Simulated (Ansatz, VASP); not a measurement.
# CuI (Marshite) in two plane-wave programs

Aim: how closely do two programs agree when they are given the same cell, functional and k mesh? The cell is taken from a series of VASP runs on this material, whose earlier steps may have relaxed, scaled or displaced it; both programs get it as it stands. Other levels of theory on this material are compared in a session of their own. Valence electrons are named where the data sets of a main pair hold unlike numbers.

Method: plane waves, with VASP 6.6.1 beside it; band structure at LDA, spin-orbit coupling, in Ansatz 0.2.0.

**1. The structure**

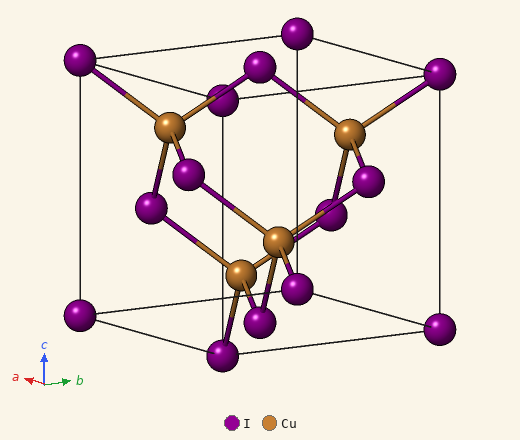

The starting structure, seen from a free direction (iodine purple, copper orange). This picture shows the conventional cell, with its axes. Bonds to atoms that aren't drawn are left out. Some periodic images of atoms are drawn too.

As a file:

```xyz
2
Lattice="0.0000 3.0315 3.0315 3.0315 0.0000 3.0315 3.0315 3.0315 0.0000" Properties=species:S:1:pos:R:3 pbc="T T T"
I     0.0000    0.0000    0.0000
Cu    4.5473    4.5473    4.5473
```

**2. VASP: band structure, LDA, spin-orbit coupling**

Levels along a path test the potential and the projectors away from the mesh points.

Lines of VASP's logs that name or quote its potential files are left out, and so is its time.

INCAR

```
SYSTEM = CuI
PREC = Accurate
ENCUT = 350
EDIFF = 1E-06
NELM = 100
ISMEAR = 0
SIGMA = 0.03
LREAL = .FALSE.
ALGO = Normal
GGA = CA
LNONCOLLINEAR = .TRUE.
MAGMOM = 0 0 0 0 0 0
NBANDS = 30
GGA_COMPAT = .FALSE.
LASPH = .TRUE.
LSORBIT = .TRUE.
LMAXMIX = 4
LORBIT = 11
LWAVE = .FALSE.
LCHARG = .FALSE.
KPAR = 4
```

POSCAR

```
CuI
1.0
    0.0000000000      3.0315000000      3.0315000000
    3.0315000000      0.0000000000      3.0315000000
    3.0315000000      3.0315000000      0.0000000000
I Cu
1 1
Direct
    0.0000000000      0.0000000000      0.0000000000
    0.7500000000      0.7500000000      0.7500000000
```

KPOINTS

```
Automatic mesh
0
Gamma
6 6 6
0 0 0
```

KPOINTS_OPT

```
Line mode
10
Line-mode
Reciprocal
  0.00000000   0.00000000   0.00000000 GAMMA
  0.50000000   0.00000000   0.50000000 X

  0.50000000   0.00000000   0.50000000 X
  0.50000000   0.25000000   0.75000000 W

  0.50000000   0.25000000   0.75000000 W
  0.37500000   0.37500000   0.75000000 K

  0.37500000   0.37500000   0.75000000 K
  0.00000000   0.00000000   0.00000000 GAMMA

  0.00000000   0.00000000   0.00000000 GAMMA
  0.50000000   0.50000000   0.50000000 L

  0.50000000   0.50000000   0.50000000 L
  0.62500000   0.25000000   0.62500000 U

  0.62500000   0.25000000   0.62500000 U
  0.50000000   0.25000000   0.75000000 W

  0.50000000   0.25000000   0.75000000 W
  0.50000000   0.50000000   0.50000000 L

  0.50000000   0.50000000   0.50000000 L
  0.37500000   0.37500000   0.75000000 K

  0.62500000   0.25000000   0.62500000 U
  0.50000000   0.00000000   0.50000000 X
```

The projector-augmented-wave data sets are I and Cu (LDA family, release 64).

The run is started by

```console
mpirun -np 4 vasp_ncl
```

Numbers of over 12 decimals in the logs are rounded to 6 here.

The program printed:

```text
[banner, memory and clock lines left out]
running    4 mpi-ranks, on    1 nodes
 distrk:  each k-point on    1 cores,    4 groups
 distr:  one band on    1 cores,    1 groups

 POSCAR found type information on POSCAR I Cu
 POSCAR found :  2 types and       2 ions
 LDA part: xc-table for (Slater(with rela. corr.)+CA(PZ))
 , standard interpolation
 POSCAR, INCAR and KPOINTS ok, starting setup
 FFT: planning ... GRIDC
 FFT: planning ... GRID_SOFT
 FFT: planning ... GRID
 WAVECAR not read
 entering main loop
       N       E                     dE             d eps       ncg     rms          rms(c)
DAV:   1     0.117411089552E+03    0.11741E+03   -0.55139E+03  1320   0.946E+02
DAV:   2     0.277413328536E+01   -0.11464E+03   -0.10580E+03  1368   0.242E+02
DAV:   3    -0.687220811221E+01   -0.96463E+01   -0.94176E+01  1746   0.891E+01
DAV:   4    -0.730522277224E+01   -0.43301E+00   -0.43228E+00  1840   0.176E+01
DAV:   5    -0.731725024034E+01   -0.12027E-01   -0.12027E-01  1858   0.270E+00    0.666E+00
DAV:   6    -0.722417205152E+01    0.93078E-01   -0.31402E+00  1570   0.503E+01    0.415E+00
DAV:   7    -0.706159872906E+01    0.16257E+00   -0.77991E-01  1610   0.311E+01    0.236E+00
DAV:   8    -0.706283866745E+01   -0.12399E-02   -0.66433E-02  2154   0.426E+00    0.105E+00
DAV:   9    -0.705835386015E+01    0.44848E-02   -0.96935E-03  1816   0.291E+00    0.393E-01
DAV:  10    -0.705769104126E+01    0.66282E-03   -0.15988E-03  2100   0.932E-01    0.294E-01
DAV:  11    -0.705756637145E+01    0.12467E-03   -0.46907E-04  2146   0.387E-01    0.788E-02
DAV:  12    -0.705751241743E+01    0.53954E-04   -0.35907E-04  1616   0.637E-01    0.287E-02
DAV:  13    -0.705751177934E+01    0.63808E-06   -0.51094E-05  2094   0.138E-01    0.386E-02
DAV:  14    -0.705751125789E+01    0.52145E-06   -0.13194E-06  1464   0.127E-02
   1 F= -.70575113E+01 E0= -.70575113E+01  d E =-.442412E-15  mag=     0.0000     0.0000     0.0000
 Start KPOINTS_OPT (optional k-point list driver)
k-point batch [1-22\100]
       N       E                     dE             ncg
DAV:   1     0.292559577626E+04   -0.50392E+04     1320
DAV:   2     0.406184954604E+03   -0.25194E+04     1338
DAV:   3     0.172459236858E+03   -0.23373E+03     1760
DAV:   4     0.161478043635E+03   -0.10981E+02     1852
DAV:   5     0.161059583799E+03   -0.41846E+00     1896
DAV:   6     0.161051923953E+03   -0.76598E-02     1876
DAV:   7     0.161051785923E+03   -0.13803E-03     1866
DAV:   8     0.161051783304E+03   -0.26198E-05     1640
DAV:   9     0.161051783226E+03   -0.77705E-07     1092
[...]
k-point batch [89-100\100]
       N       E                     dE             ncg
DAV:   1     0.574810904102E+04   -0.42975E+04      720
DAV:   2     0.440647486262E+04   -0.13416E+04      750
DAV:   3     0.429220874442E+04   -0.11427E+03      944
DAV:   4     0.428699533057E+04   -0.52134E+01     1082
DAV:   5     0.428686923377E+04   -0.12610E+00      984
DAV:   6     0.428686563060E+04   -0.36032E-02     1058
DAV:   7     0.428686559036E+04   -0.40246E-04      946
DAV:   8     0.428686558914E+04   -0.12200E-05      930
DAV:   9     0.428686558910E+04   -0.37739E-07      586
```

From OUTCAR (step 2):

```text
ion  position               nearest neighbor table
   1  0.000  0.000  0.000-   2 2.63   2 2.63   2 2.63   2 2.63
   2  0.750  0.750  0.750-   1 2.63   1 2.63   1 2.63   1 2.63

  LATTYP: Found a face centered cubic cell.
 ALAT       =     6.0630000000

 Subroutine GETGRP returns: Found 24 space group operations
 (whereof 24 operations were pure point group operations)

The static configuration has the point symmetry T_d .

 Found     22 irreducible k-points:

   k-points           NKPTS =     22   k-points in BZ     NKDIM =     22   number of bands    NBANDS=     30

   dimension x,y,z NGX =    28 NGY =   28 NGZ =   28
   dimension x,y,z NGXF=    56 NGYF=   56 NGZF=   56

   ENCUT  =  350.0 eV  25.72 Ry    5.07 a.u.   6.54  6.54  6.54*2*pi/ulx,y,z

   NELECT =      18.0000    total number of electrons

 k-points in reciprocal lattice and weights: Automatic mesh
   0.00000000  0.00000000  0.00000000       0.005
   0.16666667  0.00000000  0.00000000       0.019
  -0.16666667  0.00000000  0.00000000       0.019
   0.33333333  0.00000000  0.00000000       0.019
  -0.33333333  0.00000000  0.00000000       0.019
   0.50000000  0.00000000  0.00000000       0.019
   0.16666667  0.16666667  0.00000000       0.028
   0.33333333  0.16666667  0.00000000       0.056
  -0.33333333 -0.16666667  0.00000000       0.056
[...]
-0.33333333  0.33333333  0.16666667       0.111
  -0.33333333  0.50000000  0.16666667       0.056

 average (electrostatic) potential at core
       1 -92.9982       2 -66.8240

 E-fermi :   4.4966

 k-point     1 :       0.0000    0.0000    0.0000
  band No.  band energies     occupation
    ...
     14       3.8889      1.00000
     15       4.3419      1.00000
     16       4.3419      1.00000
     17       4.3419      1.00000
     18       4.3419      1.00000
     19       5.1626      0.00000
     20       5.1626      0.00000
     21       8.9823      0.00000
     22       8.9823      0.00000
     23       9.0534      0.00000
    ...

 k-point     2 :       0.1667    0.0000    0.0000
  band No.  band energies     occupation
    ...
     14       3.2600      1.00000
     15       3.8619      1.00000
     16       3.8619      1.00000
     17       4.0945      1.00000
     18       4.1446      1.00000
     19       6.1429      0.00000
     20       6.1429      0.00000
     21       8.9855      0.00000
     22       8.9855      0.00000
     23       9.3494      0.00000
    ...

 k-point     3 :      -0.1667    0.0000    0.0000
  band No.  band energies     occupation
    ...
     14       3.2600      1.00000
     15       3.8619      1.00000
     16       3.8619      1.00000
     17       4.0945      1.00000
     18       4.1446      1.00000
     19       6.1429      0.00000
     20       6.1429      0.00000
     21       8.9855      0.00000
     22       8.9855      0.00000
     23       9.3494      0.00000
    ...

  Total       -1.4518424     -1.4518424     -1.4518424     -0.0000000      0.0000000      0.0000000
  in kB      -41.7471991    -41.7471991    -41.7471991     -0.0000000      0.0000000      0.0000000
  external PRESSURE =     -41.7471991 kB  Pullay stress =       0.0000000 kB

  energy-cutoff  :      350.00
  volume of cell :       55.72
      direct lattice vectors                 reciprocal lattice vectors
     0.000000000  3.031500000  3.031500000    -0.164934851  0.164934851  0.164934851
     3.031500000  0.000000000  3.031500000     0.164934851 -0.164934851  0.164934851
     3.031500000  3.031500000  0.000000000     0.164934851  0.164934851 -0.164934851

 POSITION                                       TOTAL-FORCE (eV/Angst)
 -----------------------------------------------------------------------------------
      0.00000      0.00000      0.00000        -0.000000      0.000000     -0.000000
      4.54725      4.54725      4.54725         0.000000     -0.000000      0.000000
 -----------------------------------------------------------------------------------
    total drift:                               -0.000001     -0.000001     -0.000001

  FREE ENERGIE OF THE ION-ELECTRON SYSTEM (eV)
  ---------------------------------------------------
  free  energy   TOTEN  =        -7.0575112579 eV

  energy  without entropy=       -7.0575112579  energy(sigma->0) =       -7.05751126

 Spin-Orbit-Coupling matrix elements
 Ion:    1  E_soc:     -0.2668537
 Ion:    2  E_soc:     -0.0102485

 total charge
# of ion       s       p       d       tot
------------------------------------------
    1        1.498   2.746   0.052   4.296
    2        0.337   0.265   9.330   9.932
--------------------------------------------------
tot          1.835   3.012   9.382  14.228

 magnetization (x)
# of ion       s       p       d       tot
------------------------------------------
    1        0.000  -0.000   0.000  -0.000
    2        0.000  -0.000   0.000   0.000
--------------------------------------------------
tot          0.000  -0.000   0.000  -0.000

 magnetization (y)
# of ion       s       p       d       tot
------------------------------------------
    1        0.000  -0.000  -0.000  -0.000
    2        0.000  -0.000   0.000   0.000
--------------------------------------------------
tot          0.000  -0.000   0.000  -0.000

 magnetization (z)
# of ion       s       p       d       tot
------------------------------------------
    1       -0.000   0.000   0.000   0.000
    2        0.000  -0.000  -0.000  -0.000
--------------------------------------------------
tot         -0.000  -0.000  -0.000  -0.000

[... 3 further parts left out ...]
```

The run ends at a pressure of -4.17 GPa.

(Part 1 of 2 ends here.)

[Lines on the potential files, build, host, timing and source positions are cut from VASP's logs without a mark.]

[Logs are printed without paths, hosts, clocks, repeated set-up lines and the standing remarks that a program may print on its own settings, such as how far it seeks lower states.]

[Hosts, paths, dates, database ids (printed as entryN), source tags and the programs' standing remarks are cut or masked in the printed files.]
